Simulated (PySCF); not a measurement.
**GeBrCl (SMILES [Cl][Ge][Br]) at HF/ccECP-cc-pVDZ (core potential)**

What is the vertical singlet–triplet gap of GeBrCl at HF/ccECP-cc-pVDZ (core potential)? Input form: a Python script.

Program for the calculation: PySCF 2.14.0.

### Step 1. Starting point

GeBrCl has 3 atoms, charge 0, and is taken as a singlet. SMILES: `[Cl][Ge][Br]`. Geometry: relaxed at PBE0-D4/def2-TZVP.

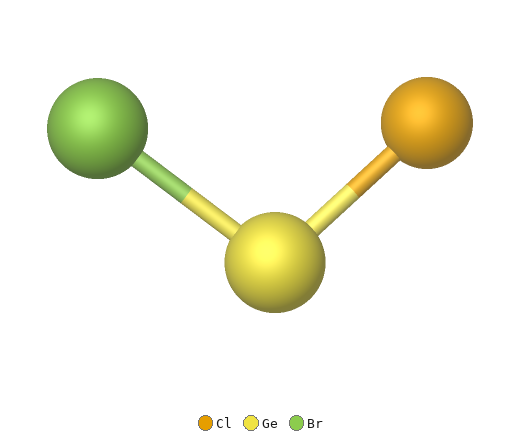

The structure, seen from a chosen angle (chlorine amber, germanium yellow, bromine green).

### Step 2. The energy at HF/ccECP-cc-pVDZ (core potential)

start.xyz

```xyz
3

Cl     0.416900     1.650900     0.399000
Ge    -0.850800     0.093400    -0.452200
Br     0.423000    -1.809000     0.040000
```

input.py

```python
from pyscf import gto

mol = gto.Mole()
mol.atom = 'start.xyz'
mol.verbose = 3
mol.max_memory = 1860
mol.ecp = 'ccecp'
mol.basis = 'ccecp-cc-pvdz'
mol.build()

mf = mol.RHF()
mf.conv_tol = 1e-10
mf.kernel()
if not mf.converged:
    mf = mf.newton().run(mf.mo_coeff, mf.mo_occ)

e_final = mf.e_tot
print('E = %.10f Eh' % e_final)
```

Launch:

```bash
$ OMP_NUM_THREADS=1 python input.py
```

Log:

```text
converged SCF energy = -31.6621107716131
E = -31.6621107716 Eh
```

It took 1.6 s on 1 thread of Intel Xeon Platinum 8259CL at 2.50GHz (Skylake/Cascade Lake), shared host; peak memory 0.12 GiB.

### Step 3. The triplet at the same level

run.py

```python
from pyscf import gto

molecule = gto.M(
    atom=[
    ('Cl', (0.416900, 1.650900, 0.399000)),
    ('Ge', (-0.850800, 0.093400, -0.452200)),
    ('Br', (0.423000, -1.809000, 0.040000)),
],
    spin=2,
    charge=0,
    ecp={'Cl': 'ccecp', 'Ge': 'ccecp', 'Br': 'ccecp'},
    verbose=3,
    basis='ccecp-cc-pvdz',
    max_memory=1860,
)

calc0 = molecule.UHF()
calc0.conv_tol = 1e-10
calc0.kernel()
if not calc0.converged:
    calc0 = calc0.newton().run(calc0.mo_coeff, calc0.mo_occ)

e_final = calc0.e_tot
print(f'total energy: {e_final:.8f} hartree')
```

Launch:

```bash
$ OMP_NUM_THREADS=1 python run.py
```

Log:

```text
WARN: HOMO -0.0474693385059446 >= LUMO -0.286804983739583

converged SCF energy = -31.5852285575756  <S^2> = 2.014914  2S+1 = 3.0099262
total energy: -31.58522856 hartree
```

Run time: 1.8 s. Hardware: 1 thread of Intel Xeon Platinum 8259CL at 2.50GHz (Skylake/Cascade Lake), shared host; peak memory 0.12 GiB.

### Step 4. Summary of results

Level: HF/ccECP-cc-pVDZ (core potential).

```
                                        quantity         value
                           singlet: total energy  -31.66211 Eh
                          singlet: dipole moment        2.28 D
                            singlet: HOMO energy     -10.40 eV
                            singlet: LUMO energy      -0.30 eV
                          singlet: HOMO–LUMO gap      10.10 eV
                           triplet: total energy  -31.58523 Eh
                          triplet: dipole moment        2.44 D
     triplet: HOMO energy (highest over α and β)      -8.41 eV
      triplet: LUMO energy (lowest over α and β)      -2.19 eV
                                   triplet: ⟨S²⟩         2.015
vertical energy of the triplet above the singlet      2.092 eV
```

In words: At this shape the triplet lies 2.09 eV (202 kJ/mol) above the singlet. Mulliken charges (singlet) run from -0.34 on Cl1 to +0.59 on Ge2.
